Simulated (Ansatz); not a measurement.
**ZrSnGe in the AlB2 type: lattice stability ahead of a resistivity run**

Question: is the lattice of ZrSnGe in the AlB2 type stable, and if so, what are its coupling constant and resistivity?

Calculated with Ansatz 0.2.0; DFT PBE, scalar-relativistic, plane waves, PAW; PAW set soft_1.

The structure was built from a prototype and need not be the compound's stable phase.

**1. The structure**

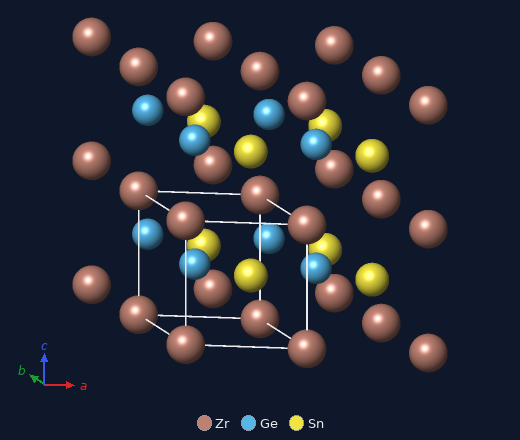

Start, viewed slightly off an axis; zirconium pink, germanium blue, tin yellow. 2×2×2 cells are drawn. Some periodic images of atoms are drawn too.

**2. Relaxing cell and atoms**

The structure is brought to rest under this functional.

input.yaml reads:

```yaml
crystal:
  lattice:
    - [4.31081, 0.0, 0.0]
    - [-2.15541, 3.73327, 0.0]
    - [0.0, 0.0, 4.52636]
  atoms:
    - { symbol: Zr, position: [0.0, 0.0, 0.0] }
    - { symbol: Ge, position: [0.33333333, 0.66666667, 0.5] }
    - { symbol: Sn, position: [0.66666667, 0.33333333, 0.5] }
kpoints:
  mp_grid: { grid: [9, 9, 6] }
hamiltonian:
  xc: pbe
  pseudopotentials: { kind: paw, azcp: { folder: soft_1 } }
scf:
  occupations: { method: gaussian, width: 0.1 }
output:
  forces: true
  stress: true
  eigenvalues: true
relax:
  adjacent_minimum: "off"
  f_tol: 0.005
  max_steps: 80
  cell: { stress_tol: 0.05 }
```

Run with:

```sh
$ ansatz run input.yaml --threads 4 --pin off --max-ram 12288MiB --backend cpu --events-out ev --progress --plain --runs-dir out
```

Numbers of over 12 decimals in the logs are rounded to 6 here.

The program printed:

```text
Engine: ansatz 0.2.0, x86_64-unknown-linux-gnu
Pseudopotentials: kind: paw
Pseudopotential: Zr, paw, valence charge 12, recommended cutoff 420 eV (normal), soft_1/Zr.paw.azcp
Pseudopotential: Ge, paw, valence charge 14, recommended cutoff 420 eV (normal), soft_1/Ge.paw.azcp
Pseudopotential: Sn, paw, valence charge 14, recommended cutoff 420 eV (normal), soft_1/Sn.paw.azcp
Functional definition: PBE
  parameter kappa = 0.804
  parameter beta = 0.066725
  exchange = pbe_x(kappa = kappa, mu = beta*pi^2/3)
  correlation = pbe_c(beta = beta)
Crystal: 3 atoms, lattice volume = 72.845 Å³
Basis set: ecut = 420 eV, 1449 PW (Γ), exchange–correlation on 60×60×64 points (8 copies of the dense FFT grid, shifted against one another)
Bands: 24, of which v1, the nominal top of the filled ones, is band 20 counted from 1 (19 counted from 0)
Symmetry: 12 space group operations
Space group: P-6m2 (ITA 187), of the structure as read, at distance tolerance 4.2e-5 Å
k-points: 48 of 486 (time reversal used)
Non-local potential: Zr, projectors of the file, l = 0: 3, l = 1: 2, l = 2: 2, l = 3: 1
Non-local potential: Ge, projectors of the file, l = 0: 2, l = 1: 2, l = 2: 3, l = 3: 1
Non-local potential: Sn, projectors of the file, l = 0: 2, l = 1: 2, l = 2: 2, l = 3: 1
PAW form: soft (Blöchl's): semilocal exchange-correlation on the pseudo side does not see the compensation charge
PAW one-centre angular grid: Zr, 590 points (default); XC on 64 Gauss nodes
PAW one-centre angular grid: Ge, 590 points (default); XC on 64 Gauss nodes
PAW one-centre angular grid: Sn, 590 points (default); XC on 64 Gauss nodes
Initial density: superposition of atomic densities (chi_scale 0.1, normalization cell, long waves kept (reshape's long-wave potential 0.00 eV rms))
Initial wavefunctions: pseudopotential atomic-orbital guess
Functional: x = pbe(κ = 0.804, μ = 0.219515), c = pbe(β = 0.066725)
SCF iter   1: F=—  HF=-14502.077459 eV  |F-HF|=—  |Δ(HF+E_count)|=         —  Δρ=3.62e-2  dr2=2.11e0  ethr=3.10e-3  ⟨swp⟩=6.0  Hψ=5374  notcnv=0
preconditioner: auto → Kerker (q_TF=auto, 2.469 Å⁻¹)  [metal: Δε(μ)=0.010 eV  Ē_g=16.020 eV  σ=0.100 eV  W_gap=0.06  n_scr=20 (ndim 8)  ℏωp=24.6 eV  f_vac=0.000  D(μ)=3.44/eV (n_scr^D=28)]
SCF iter   2: F=—  HF=-14501.686892 eV  |F-HF|=—  |Δ(HF+E_count)|=   3.91e-1  Δρ=1.45e-2  dr2=1.96e-1  ethr=3.10e-3  ⟨swp⟩=6.2  Hψ=8771  notcnv=0
automatic band count: the SCF goes on with 28 bands, as 24 were too few: the levels above may hold too much charge
SCF iter   3: F=—  HF=-14501.642794 eV  |F-HF|=—  |Δ(HF+E_count)|=   4.41e-2  Δρ=7.28e-3  dr2=4.28e-2  ethr=4.91e-4  ⟨swp⟩=2.8  Hψ=2483  notcnv=0  defer=84
SCF iter   4: F=—  HF=-14501.633773 eV  |F-HF|=—  |Δ(HF+E_count)|=   9.02e-3  Δρ=2.19e-3  dr2=2.96e-3  ethr=1.07e-4  ⟨swp⟩=2.0  Hψ=2308  notcnv=0  defer=84
SCF iter   5: F=—  HF=-14501.632086 eV  |F-HF|=—  |Δ(HF+E_count)|=   1.69e-3  Δρ=6.67e-4  dr2=2.47e-4  ethr=7.39e-6  ⟨swp⟩=2.0  Hψ=2015  notcnv=0  defer=84
SCF iter   6: F=—  HF=-14501.632074 eV  |F-HF|=—  |Δ(HF+E_count)|=   1.29e-5  Δρ=1.26e-4  dr2=1.48e-5  ethr=6.18e-7  ⟨swp⟩=3.0  Hψ=2260  notcnv=0  defer=84
SCF iter   7: F=—  HF=-14501.632072 eV  |F-HF|=—  |Δ(HF+E_count)|=   1.58e-6  Δρ=3.69e-5  dr2=1.25e-6  ethr=3.71e-8  ⟨swp⟩=2.0  Hψ=1794  notcnv=0  defer=84
SCF iter   8: F=—  HF=-14501.632072 eV  |F-HF|=—  |Δ(HF+E_count)|=   1.25e-7  Δρ=1.06e-5  dr2=1.45e-7  ethr=3.13e-9  ⟨swp⟩=2.0  Hψ=2013  notcnv=0  defer=84
SCF iter   9: F=-14501.632072 eV  HF=-14501.632072 eV  |F-HF|=1.45e-8  |Δ(HF+E_count)|=   1.96e-8  Δρ=3.81e-6  dr2=2.24e-8  ethr=2.50e-10  ⟨swp⟩=9.6  Hψ=5415  notcnv=0
SCF 1 converged in 9 iterations: F = -14501.632072 eV  dr2 = 2.24e-8
  greatest PAW one-centre occupation: 0.998 electrons in one spin orbital (limit 2), on the Ge atom at site 1 (counted from 0), in its partial waves of l = 2
relax step   1: F+E_penalty+E_count = -14501.63207180 eV  Δ(F+E_penalty+E_count) = +0.000e0 eV  max|allowed force component| = 2.035e-16 eV/Å  Δτ_max = 0.0000 Å  P = +1.289 GPa  Ω = 72.845 Å³  (9 SCF iters, dr2 threshold 1.00e-7 eV, accepted)
Crystal: 3 atoms, lattice volume = 72.588 Å³
Basis set: ecut = 420 eV, 1461 PW (Γ), exchange–correlation on 60×60×64 points (8 copies of the dense FFT grid, shifted against one another)
Bands: 28, of which v1, the nominal top of the filled ones, is band 20 counted from 1 (19 counted from 0)
Initial density: handed on by an earlier stage of this run
Initial wavefunctions: those handed on with the density
iter 1 solved again at ethr=2.66e-5 eV; its pass at ethr=3.10e-3 eV (dr2=1.06e-2 eV) is discarded
SCF iter   1: F=—  HF=-14502.117511 eV  |F-HF|=—  |Δ(HF+E_count)|=         —  Δρ=3.26e-3  dr2=1.08e-2  ethr=2.66e-5  ⟨swp⟩=1.7  Hψ=7893  notcnv=0
preconditioner: auto → Kerker (q_TF=auto, 2.470 Å⁻¹)  [metal: Δε(μ)=0.045 eV  Ē_g=7.220 eV  σ=0.100 eV  W_gap=0.25  n_scr=20 (ndim 8)  ℏωp=15.1 eV  f_vac=0.000  D(μ)=2.65/eV (n_scr^D=20)]
SCF iter   2: F=—  HF=-14502.116128 eV  |F-HF|=—  |Δ(HF+E_count)|=   1.38e-3  Δρ=2.10e-3  dr2=4.93e-3  ethr=2.66e-5  ⟨swp⟩=1.0  Hψ=1344  notcnv=0
SCF iter   3: F=—  HF=-14502.114891 eV  |F-HF|=—  |Δ(HF+E_count)|=   1.24e-3  Δρ=3.68e-4  dr2=1.72e-4  ethr=1.23e-5  ⟨swp⟩=2.0  Hψ=1540  notcnv=0
SCF iter   4: F=—  HF=-14502.114842 eV  |F-HF|=—  |Δ(HF+E_count)|=   4.86e-5  Δρ=1.84e-4  dr2=3.83e-5  ethr=4.30e-7  ⟨swp⟩=2.1  Hψ=2088  notcnv=0
SCF iter   5: F=—  HF=-14502.114837 eV  |F-HF|=—  |Δ(HF+E_count)|=   5.42e-6  Δρ=7.50e-5  dr2=6.66e-6  ethr=9.57e-8  ⟨swp⟩=2.0  Hψ=2087  notcnv=0
SCF iter   6: F=—  HF=-14502.114833 eV  |F-HF|=—  |Δ(HF+E_count)|=   3.56e-6  Δρ=2.89e-5  dr2=6.56e-7  ethr=1.66e-8  ⟨swp⟩=2.0  Hψ=2119  notcnv=0
SCF iter   7: F=-14502.114833 eV  HF=-14502.114833 eV  |F-HF|=1.97e-9  |Δ(HF+E_count)|=   7.33e-8  Δρ=6.78e-6  dr2=3.56e-8  ethr=7.50e-10  ⟨swp⟩=6.7  Hψ=5668  notcnv=0
SCF 2 converged in 7 iterations: F = -14502.114833 eV  dr2 = 3.56e-8
relax step   2: F+E_penalty+E_count = -14502.11483340 eV  Δ(F+E_penalty+E_count) = -4.828e-1 eV  max|allowed force component| = 1.527e-16 eV/Å  Δτ_max = 0.0000 Å  P = -0.737 GPa  Ω = 72.588 Å³  energy of the carried Pulay correction = -2.858e-5 eV  (7 SCF iters, dr2 threshold 3.00e-7 eV, accepted)
Crystal: 3 atoms, lattice volume = 70.657 Å³
Basis set: ecut = 420 eV, 1387 PW (Γ), exchange–correlation on 60×60×64 points (8 copies of the dense FFT grid, shifted against one another)
iter 1 solved again at ethr=2.56e-5 eV; its pass at ethr=3.10e-3 eV (dr2=1.02e-2 eV) is discarded
SCF iter   1: F=—  HF=-14502.445431 eV  |F-HF|=—  |Δ(HF+E_count)|=         —  Δρ=2.82e-3  dr2=1.07e-2  ethr=2.56e-5  ⟨swp⟩=1.7  Hψ=8101  notcnv=0
[...]
[... from here on, the SCF cycles and remarks between the steps are left out ...]
relax step   4: F+E_penalty+E_count = -14502.69455478 eV  Δ(F+E_penalty+E_count) = -2.523e-1 eV  max|allowed force component| = 1.972e-16 eV/Å  Δτ_max = 0.0000 Å  P = -0.015 GPa  Ω = 68.735 Å³  energy of the carried Pulay correction = +3.342e-4 eV  (7 SCF iters, dr2 threshold 3.00e-7 eV, accepted)
relax step   5: F+E_penalty+E_count = -14502.85871018 eV  Δ(F+E_penalty+E_count) = -1.642e-1 eV  max|allowed force component| = 4.009e-16 eV/Å  Δτ_max = 0.0000 Å  P = +0.639 GPa  Ω = 66.958 Å³  energy of the carried Pulay correction = +5.059e-4 eV  (7 SCF iters, dr2 threshold 3.00e-7 eV, accepted)
relax step   6: F+E_penalty+E_count = -14502.99866991 eV  Δ(F+E_penalty+E_count) = -1.400e-1 eV  max|allowed force component| = 2.066e-16 eV/Å  Δτ_max = 0.0000 Å  P = +1.352 GPa  Ω = 65.703 Å³  energy of the carried Pulay correction = +6.137e-4 eV  (7 SCF iters, dr2 threshold 3.00e-7 eV, accepted)
relax step   7: F+E_penalty+E_count = -14503.22911268 eV  Δ(F+E_penalty+E_count) = -2.304e-1 eV  max|allowed force component| = 2.344e-16 eV/Å  Δτ_max = 0.0000 Å  P = +1.646 GPa  Ω = 64.290 Å³  energy of the carried Pulay correction = +7.445e-4 eV  (7 SCF iters, dr2 threshold 3.00e-7 eV, accepted)
relax step   8: F+E_penalty+E_count = -14503.40760764 eV  Δ(F+E_penalty+E_count) = -1.785e-1 eV  max|allowed force component| = 1.696e-16 eV/Å  Δτ_max = 0.0000 Å  P = +0.689 GPa  Ω = 63.611 Å³  energy of the carried Pulay correction = +7.749e-4 eV  (7 SCF iters, dr2 threshold 3.00e-7 eV, accepted)
relax step   9: F+E_penalty+E_count = -14503.31652501 eV  Δ(F+E_penalty+E_count) = +9.108e-2 eV  max|allowed force component| = 7.093e-17 eV/Å  Δτ_max = 0.0000 Å  P = +4.411 GPa  Ω = 61.492 Å³  energy of the carried Pulay correction = +1.009e-3 eV  (8 SCF iters, dr2 threshold 3.00e-7 eV, rejected (line search))
relax step  10: F+E_penalty+E_count = -14503.42243222 eV  Δ(F+E_penalty+E_count) = -1.482e-2 eV  max|allowed force component| = 2.066e-16 eV/Å  Δτ_max = 0.0000 Å  P = -1.881 GPa  Ω = 65.496 Å³  energy of the carried Pulay correction = +5.036e-4 eV  (11 SCF iters, accepted)
relax step  11: F+E_penalty+E_count = -14503.43166422 eV  Δ(F+E_penalty+E_count) = -9.232e-3 eV  max|allowed force component| = 1.449e-16 eV/Å  Δτ_max = 0.0000 Å  P = +0.343 GPa  Ω = 63.726 Å³  energy of the carried Pulay correction = +7.362e-4 eV  (6 SCF iters, dr2 threshold 3.00e-7 eV, accepted)
relax step  12: F+E_penalty+E_count = -14503.43201926 eV  Δ(F+E_penalty+E_count) = -3.550e-4 eV  max|allowed force component| = 2.228e-16 eV/Å  Δτ_max = 0.0000 Å  P = +0.012 GPa  Ω = 63.971 Å³  energy of the carried Pulay correction = +7.045e-4 eV  (5 SCF iters, dr2 threshold 3.00e-7 eV, accepted)
relax step  13: F+E_penalty+E_count = -14503.44251899 eV  Δ(F+E_penalty+E_count) = -1.050e-2 eV  max|allowed force component| = 2.190e-16 eV/Å  Δτ_max = 0.0000 Å  P = +0.277 GPa  Ω = 63.971 Å³  stress off target by 4.11e-1 GPa  SCF on the basis re-selected at this cell (its energy is not comparable with the rows above)  (7 SCF iters)
relax step  14: F+E_penalty+E_count = -14503.44283663 eV  Δ(F+E_penalty+E_count) = -3.176e-4 eV  max|allowed force component| = 1.434e-16 eV/Å  Δτ_max = 0.0000 Å  P = +0.019 GPa  Ω = 64.177 Å³  energy of the carried Pulay correction = -2.200e-5 eV  (4 SCF iters, dr2 threshold 3.00e-7 eV, accepted)
iter 1 solved again at ethr=5.56e-8 eV; its pass at ethr=3.10e-3 eV (dr2=2.22e-5 eV) is discarded
SCF iter   1: F=—  HF=-14503.442844 eV  |F-HF|=—  |Δ(HF+E_count)|=         —  Δρ=1.54e-5  dr2=1.47e-7  ethr=5.56e-8  ⟨swp⟩=3.2  Hψ=9880  notcnv=0
preconditioner: auto → Kerker (q_TF=auto, 2.522 Å⁻¹)  [metal: Δε(μ)=0.072 eV  Ē_g=21.303 eV  σ=0.100 eV  W_gap=0.37  n_scr=14 (ndim 8)  ℏωp=28.6 eV  f_vac=0.000  D(μ)=3.01/eV (n_scr^D=32)]
SCF iter   2: F=—  HF=-14503.442862 eV  |F-HF|=—  |Δ(HF+E_count)|=   1.85e-5  Δρ=9.08e-6  dr2=6.26e-8  ethr=3.68e-10  ⟨swp⟩=2.0  Hψ=2119  notcnv=0
SCF iter   3: F=—  HF=-14503.442862 eV  |F-HF|=—  |Δ(HF+E_count)|=   4.22e-9  Δρ=5.87e-6  dr2=2.73e-8  ethr=1.56e-10  ⟨swp⟩=1.0  Hψ=1344  notcnv=0
SCF iter   4: F=—  HF=-14503.442862 eV  |F-HF|=—  |Δ(HF+E_count)|=   4.33e-9  Δρ=5.36e-7  dr2=1.58e-10  ethr=6.82e-11  ⟨swp⟩=2.0  Hψ=1620  notcnv=0
SCF iter   5: F=-14503.442862 eV  HF=-14503.442862 eV  |F-HF|=0.00e0  |Δ(HF+E_count)|=  9.46e-11  Δρ=1.74e-7  dr2=1.66e-11  ethr=1.00e-12  ⟨swp⟩=6.6  Hψ=5926  notcnv=0
SCF 15 converged in 5 iterations: F = -14503.442862 eV  dr2 = 1.66e-11
relax step  15: F+E_penalty+E_count = -14503.44286201 eV  Δ(F+E_penalty+E_count) = -2.538e-5 eV  max|allowed force component| = 1.403e-16 eV/Å  Δτ_max = 0.0000 Å  P = +0.019 GPa  Ω = 64.177 Å³  stress off target by 2.69e-2 GPa  SCF on the basis re-selected at this cell (its energy is not comparable with the rows above)  (5 SCF iters)
basis re-selected at this cell: Δ(F+E_penalty+E_count) = -2.538e-5 eV, ΔP = +0.000 GPa vs the last step (what re-selecting the basis moved, of the pressure what is left beyond the Pulay correction that the steps carried, after the strain that the cell walked since its last selection, with what the two solves' SCF thresholds leave and, on support functions, any second-order correction that the steps lacked; it is no m [...]
SCF converged after 5 iterations
Free energy (F): -14503.442862 eV
Harris-Foulkes:  -14503.442862 eV  (|F-HF|=0.00e0)
Internal energy: -14503.427793 eV  (E = F + TS)
E sigma→0 (E₀):  -14503.435328 eV
Entropy (-TS):   -0.015069 eV (-5.023 meV/atom)
Fermi energy:    13.234363 eV
--- Per-component energies (eV) ---
  E_band       = -239.705448
  E_kinetic    = 577.543723
  E_local      = -3428.413393  (includes V_loc(G=0)·N_el)
  E_nonlocal   = 435.863554
  E_hartree    = 1605.340111
  E_xc         = -353.024483
  E_vxc        = -329.307911  (∫ρ·V_xc dr)
  E_paw        = -9345.002346  (= ΣΔE_a)
  E_vpaw       = -706.072028  (= ΣTr[D̂ρ^β])
  E_aug_tail   = 0.000291  (compensation charges beyond the density's cutoff)
  E_ewald      = -3995.735250
  E_smearing   = -0.015069  (= −TS)
  E_closure    = 0.000000  (closes the sum)
  Σ components = -14503.442862   (vs F -14503.442862, Δ=0.00e0)
--- Forces (eV/Å), atoms counted from 1 ---
  atom   1  Zr    -0.00000000     0.00000000    -0.00000000
  atom   2  Ge     0.00000000     0.00000000    -0.00000000
  atom   3  Sn     0.00000000    -0.00000000     0.00000000
  max |Σ_I F_I| component: 3.24e-17 eV/Å
--- Stress (GPa, compression-positive) ---
        0.026887       0.000000       0.000000
        0.000000       0.026887       0.000000
       -0.000000       0.000000       0.003466
  P = ⅓ Tr σ = 0.0191 GPa (0.191 kbar)
--- Band table (eV; the first three rows and the last of 48) ---
  k-point 0: bands = [... 16 lower, 9.0678, 9.0678, 11.6216, 13.0809, 13.0809, 16.8113, 16.8113, 17.2185, ... 4 higher]
  k-point 1: bands = [... 16 lower, 9.5593, 9.5593, 12.4679, 12.6965, 12.6965, 15.1617, 16.7849, 16.7849, ... 4 higher]
  k-point 2: bands = [... 16 lower, 10.2910, 10.9593, 10.9593, 11.8432, 11.8432, 15.3200, 15.5796, 15.5796, ... 4 higher]
  k-point 47: bands = [... 16 lower, 9.4488, 9.6778, 10.9696, 12.9826, 13.6903, 13.7174, 15.2379, 15.3232, ... 4 higher]
--- Relaxed structure (13 steps of the walk, 12 accepted, 2 SCFs on fresh bases) ---
  F+E_penalty+E_count = -14503.44286201 eV   max|allowed force component| = 1.403e-16 eV/Å   (the final SCF, on the basis selected at the relaxed cell)
  cell:  # Å, volume = 64.1771 Å³
    - [5.032320, 3.36991392872093e-6, 0]
    - [-2.516163, 4.358115, 1.285805271906263e-17]
    - [0, 1.5589601191238656e-17, 2.926260]
  atoms:
    - { symbol: Zr, position: [0, 0, 0] }
    - { symbol: Ge, position: [0.333333, 0.666667, 0.500000] }
    - { symbol: Sn, position: [0.666667, 0.333333, 0.500000] }
```

Elapsed: 40 s, on 4 threads of Intel Xeon 6975P-C (Granite Rapids), shared host; peak memory 0.56 GiB.

The steps of the relaxation:

```
step  energy less that of the first step (eV)  largest force component (eV/Å)  pressure (GPa)  volume (Å³)
   1                                   0.0000                          0.0000            1.29        72.84
   2                                  -0.4828                          0.0000           -0.74        72.59
   3                                  -0.8102                          0.0000           -0.51        70.66
   4                                  -1.0625                          0.0000           -0.01        68.73
   5                                  -1.2266                          0.0000            0.64        66.96
   6                                  -1.3666                          0.0000            1.35        65.70
   7                                  -1.5970                          0.0000            1.65        64.29
   8                                  -1.7755                          0.0000            0.69        63.61
   9                                  -1.6845                          0.0000            4.41        61.49
  10                                  -1.7904                          0.0000           -1.88        65.50
  11                                  -1.7996                          0.0000            0.34        63.73
  12                                  -1.7999                          0.0000            0.01        63.97
 13*                                  -1.8104                          0.0000            0.28        63.97
  14                                  -1.8108                          0.0000            0.02        64.18
 15*                                  -1.8108                          0.0000            0.02        64.18
```

Relaxation steps marked * repeat the geometry before them on a plane-wave basis chosen anew for their cell, so energy and pressure can jump there. Relaxation step 9 was tried and not accepted.

The run keeps the 12 symmetry operations that it works with, so distortions that break them were not tested.

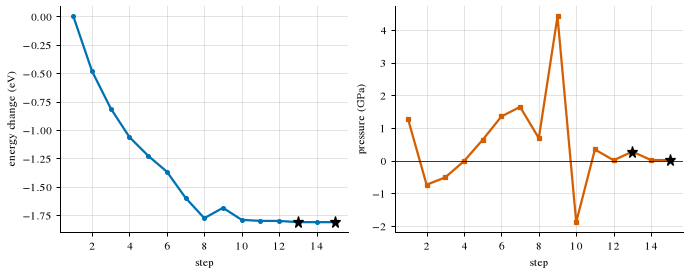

Energy and pressure along the relaxation. Stars mark steps on a basis chosen anew.

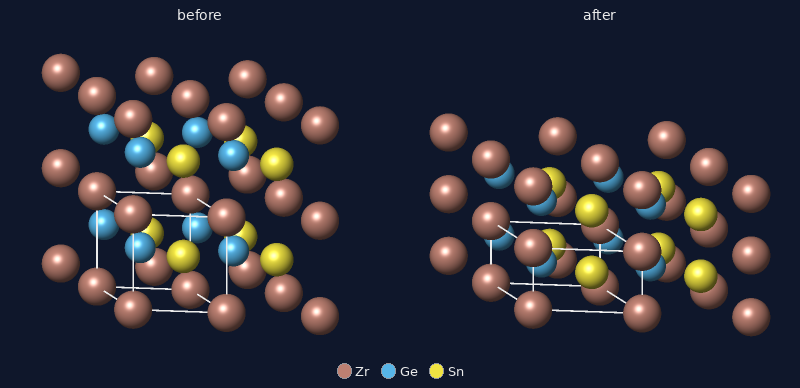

Before and after, at one scale.

```
     cell as run  before  after   change
           a (Å)   4.311  5.032  +16.7 %
           b (Å)   4.311  5.032  +16.7 %
           c (Å)   4.526  2.926  -35.4 %
volume (Å³/atom)   24.28  21.39  -11.9 %
```

The relaxed structure:

```xyz
3
Lattice="5.0323 0.0000 0.0000 -2.5162 4.3581 0.0000 0.0000 0.0000 2.9263" Properties=species:S:1:pos:R:3 pbc="T T T"
Zr    0.0000    0.0000    0.0000
Ge    0.0000    2.9054    1.4631
Sn    2.5162    1.4527    1.4631
```

Numbers from this step:

```
pressure          : 0.01908 GPa
volume per atom   : 21.39 Å³/atom
metallic on mesh  : yes
gap on the k-mesh : 0 eV
```

The largest force is now zero by symmetry and the largest stress component 0.027 GPa.

**3. Relaxation**

The relaxation is repeated from the new cell as a check.

input.yaml, the sections that differ from step 2:

```yaml
crystal:
  lattice:
    - [5.0323200836, 3.3699e-06, 0.0]
    - [-2.5161629602, 4.3581153474, 0.0]
    - [0.0, 0.0, 2.9262602697]
  atoms:
    - { symbol: Zr, position: [0.0, 0.0, 0.0] }
    - { symbol: Ge, position: [0.3333333333, 0.6666666667, 0.5] }
    - { symbol: Sn, position: [0.6666666667, 0.3333333333, 0.5] }
kpoints:
  mp_grid: { grid: [9, 9, 10] }
# hamiltonian, scf, output, relax: as in step 2
```

The program printed:

```text
[the first part of the log is left out]
  E_vxc        = -329.321056  (∫ρ·V_xc dr)
  E_paw        = -9344.598766  (= ΣΔE_a)
  E_vpaw       = -705.401305  (= ΣTr[D̂ρ^β])
  E_aug_tail   = 0.000294  (compensation charges beyond the density's cutoff)
  E_ewald      = -3993.150899
  E_smearing   = -0.008532  (= −TS)
  E_closure    = -0.000000  (closes the sum)
  Σ components = -14503.491893   (vs F -14503.491893, Δ=0.00e0)
[...]
--- Stress (GPa, compression-positive) ---
       -0.001992       0.000000       0.000000
        0.000000      -0.001992      -0.000000
        0.000000      -0.000000       0.001465
  P = ⅓ Tr σ = -0.0008 GPa (-0.008 kbar)
--- Band table (eV; the first three rows and the last of 72) ---
[...]
--- Relaxed structure (4 steps of the walk, 4 accepted, 1 SCFs on fresh bases) ---
[...]
cell:  # Å, volume = 64.3102 Å³
    - [5.017101, 3.3596978473577754e-6, -4.784232888813764e-19]
    - [-2.508554, 4.344936, 2.3921192189424344e-19]
    - [-2.7819992351417164e-19, 0, 2.950145]
  atoms:
    - { symbol: Zr, position: [0, 0, 0] }
    - { symbol: Ge, position: [0.333333, 0.666667, 0.5] }
    - { symbol: Sn, position: [0.666667, 0.333333, 0.5] }
```

The job ended after 12 s (4 threads; peak memory 0.55 GiB).

Step by step:

```
step  energy less that of the first step (eV)  largest force component (eV/Å)  pressure (GPa)  volume (Å³)
   1                                   0.0000                          0.0000            0.22        64.18
   2                                  -0.0020                          0.0000           -0.22        64.47
   3                                  -0.0021                          0.0000            0.10        64.23
   4                                  -0.0021                          0.0000            0.00        64.31
   5                                  -0.0022                          0.0000            0.00        64.31
```

The log counts 1 steps on a newly chosen plane-wave basis, not all of them marked here; energy and pressure can jump at such steps.

```
conventional cell, symmetrised  before  after  change
                         a (Å)   5.032  5.017  -0.3 %
                         b (Å)   5.032  5.017  -0.3 %
                         c (Å)   2.926  2.950  +0.8 %
              volume (Å³/atom)   21.39  21.44  +0.2 %
```

The relaxed structure:

```
Zr Ge Sn
1.0
     5.01710    0.00000    0.00000
    -2.50855    4.34494    0.00000
     0.00000    0.00000    2.95014
Zr Ge Sn
1 1 1
Cartesian
  0.0000 0.0000 0.0000
  0.0000 2.8966 1.4751
  2.5085 1.4483 1.4751
```

This step gave:

```
pressure        : -8.39e-4 GPa
volume per atom : 21.44 Å³/atom
```

The largest force is now zero by symmetry and the largest stress component 0.0020 GPa.

[end of part 1 of 3]

[Logs are printed without paths, hosts, clocks, repeated set-up lines and the standing remarks that a program may print on its own settings, such as how far it seeks lower states.]

[Hosts, paths, dates, database ids (printed as entryN), source tags and the programs' standing remarks are cut or masked in the printed files.]
